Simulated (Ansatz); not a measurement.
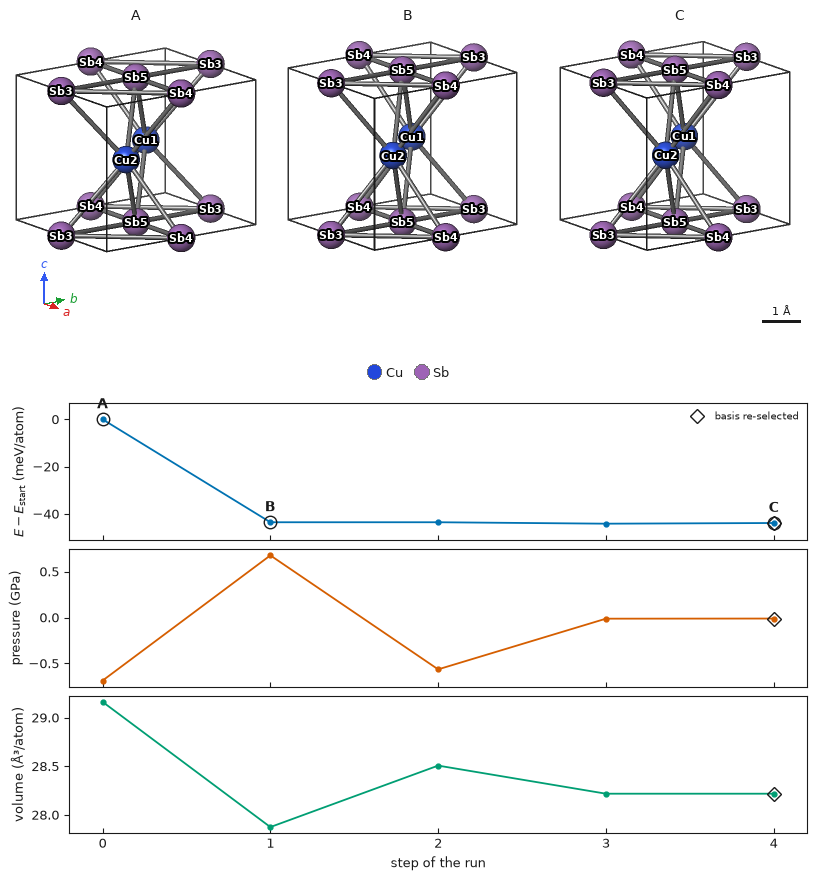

Frames of a relaxation of a crystal of Cu$_{2}$Sb$_{3}$ (a generated structure, set up in P6/mmm) (coarse preliminary run), marked on the history of the run. A ball-and-stick model of the cell of the calculation, seen slightly off an axis.

All numbers below come from DFT PBE, scalar-relativistic, plane waves, PAW (Ansatz). Set-up: plane-wave cutoff 420 eV; k-point mesh 3 × 3 × 4; occupations gaussian; smearing width 0.1 eV; no spin polarisation; cell and atoms relaxed; force threshold 0.04 eV/Å; at most 70 steps.

What happens along the run?

Over 3 accepted moves (4 points after the start) the energy falls by 43.9 meV per atom. All forces vanish by symmetry, so only the cell relaxes. The pressure goes from −0.69 to −0.01 GPa. The SCF was repeated once at an unchanged geometry on a basis and grid sized afresh for the cell, which shifted the energy by 0.3 meV per atom at most. No atom moves by more than 0.005 Å relative to the cell. The drawn cell changes as follows: a = b 6.533 → 6.264 Å (−4.1 %), c 3.945 → 4.152 Å (+5.3 %); the volume changes by −3.2 %. Near-neighbour distances that change, for instance: Sb3–Sb4 3.267 → 3.132 Å, Cu1–Sb3 2.729 → 2.753 Å. Among the angles between lasting bonds that change: Sb3–Cu1–Sb3 92.6° → 97.9°, Sb3–Cu1–Sb4 73.5° → 69.3°, Sb3–Cu1–Sb4 139.6° → 141.7°. The space group stays P6/mmm (No. 191). Cost: 13 s on 1 thread of Intel(R) Xeon(R) Platinum 8488C (Sapphire Rapids), on a shared host, peak memory 0.48 GiB. From step 0 to 1: volume −4.4 %, energy −43.5 meV per atom. From step 1 to 4: volume +1.2 %, energy −0.3 meV per atom.

| step | E − E(0), meV/atom | pressure, GPa | volume, Å³/atom | note |
| --- | --- | --- | --- | --- |
| 0 | 0.00 | -0.69 | 29.163 |  |
| 1 | -43.53 | 0.68 | 27.875 |  |
| 2 | -43.53 | -0.56 | 28.507 |  |
| 3 | -44.14 | -0.01 | 28.218 |  |
| 4 | -43.85 | -0.01 | 28.218 | same geometry, new basis |

Limits of the set-up: the k-point mesh is coarse for a cell with partly filled bands.
